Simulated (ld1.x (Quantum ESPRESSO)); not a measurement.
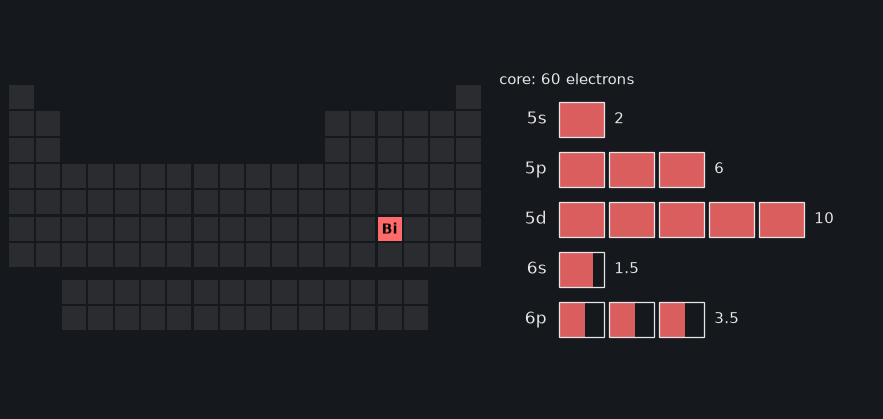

Fig. 1: Left, the place of bismuth in the periodic table; right, the valence shells of the reference configuration: a box for each of the 2l + 1 orbitals, shaded by the share of the shell that is filled, with the electron count at the right. The shells are those of the unaltered input.

# Pseudopotential generation, with input and output: Bi

Bismuth (Bi, Z = 83), core [Kr] 4d10 4f14, reference valence 5s2 5p6 5d10 6s1.5 6p3.5, valence charge 23. (This line and the method describe the unaltered input from which the odd one was made.) Level asked for: TM potential, LDA (PZ), fully relativistic, made with ld1.x (Quantum ESPRESSO) 7.5.

**The input**
```
 &input
   title='Bi', zed=83., rel=2, dft='PZ', iswitch=3,
   config='[Xe] 4f14 5d10 6s1.5 6p3.5', rel_dist='average',
   nld=5, rlderiv=2.20, eminld=-14.0, emaxld=5.0, deld=0.04
 /
 &inputp
   pseudotype=2, tm=.true., lloc=2,
   nlcc=.true., rcore=0.95,
   file_pseudopw='Bi.UPF', file_wfcaegen='ae.wfc', file_wfcncgen='nc.wfc', file_beta='beta', file_chi='chi'
 /
3
5S  1  0   2.00   0.00  1.40  1.40  0.0
5P  2  1   6.00   0.00  1.05  1.05  0.0
7D  3  2  10.00   0.00  2.00  2.00  0.0
 &test
   configts(1)='5s2 5p6 5d10 6s1.5 6p3.5'
 /
```

Hardware: 1 CPU thread, shared host.

Run as:
```bash
ld1.x < Bi.in > Bi.out
```

**Output**
```
     Program LD1 v.7.5

 %%%%%%%%%%%%%%%%%%%%%%%%%%%%%%%%%%%%%%%%%%%%%%%%%%%%%%%%%%%%%%%%%%%%%%%%%%%%%%
     Error in routine ld1_setup (4):
     no all electron for this ps
 %%%%%%%%%%%%%%%%%%%%%%%%%%%%%%%%%%%%%%%%%%%%%%%%%%%%%%%%%%%%%%%%%%%%%%%%%%%%%%

     stopping ...
```

**What the run reported**

| quantity | value |
| --- | --- |
| outcome | refused by the program |

**What went wrong**

This input holds a deliberate fault: label 5D replaced by a shell that config does not hold. The generator stopped with the message “ld1_setup: no all electron for this ps”.
